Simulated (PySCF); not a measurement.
Vertical excitations of a molecule C2H6N2OSi from PySCF with TDA-PBE/def2-SVPD, as energy in eV (oscillator strength): 5.02 (0.005), 5.58 (0.022), 5.93 (0.020), 6.17 (0.055), 6.28 (0.015), 6.45 (0.018), 6.47 (0.017), 6.56 (0.011), 6.68 (0.014), 6.79 (0.005). Lowest triplet (TDA): 4.67 eV. Geometry optimised at B3LYP-D3(BJ)/def2-SVP. One conformer was computed; it need not be the lowest.

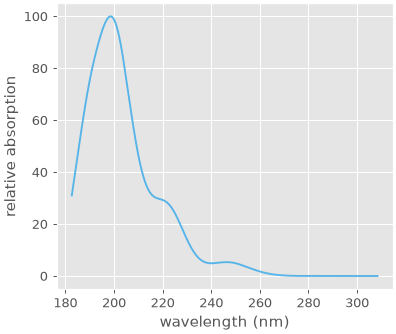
Fig. 1. The lines broadened by 0.4 eV.

Question: Which molecule gave these data?
(A) N[Si]1(N)C=CO1
(B) N[Si@@H]1COC=N1
(C) C#C[Si](N)(N)O
(D) N[Si@@H]1CN=CO1

Answer: B, N[Si@@H]1COC=N1
